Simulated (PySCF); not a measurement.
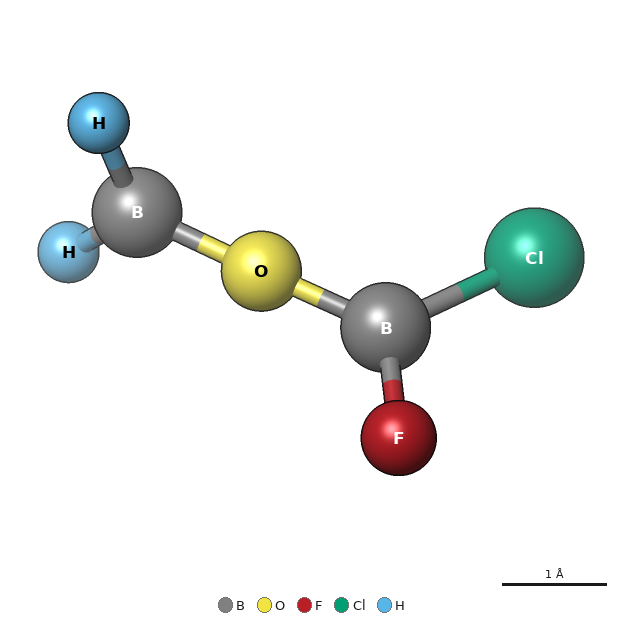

Atoms fade into the background with distance from the viewer. Computed geometry: PBE0-D3(BJ)/def2-SVP optimisation. No frequency run is at hand to confirm it as a minimum. Masses are those of the most abundant isotopes; constants are for the rigid equilibrium geometry.

> What kind of rotor is it, and what are its rotational constants in GHz?

An asymmetric top (Cs): A = 6.33, B = 2.79, C = 1.97 GHz. Ray's parameter κ is −0.62, nearer the prolate limit.
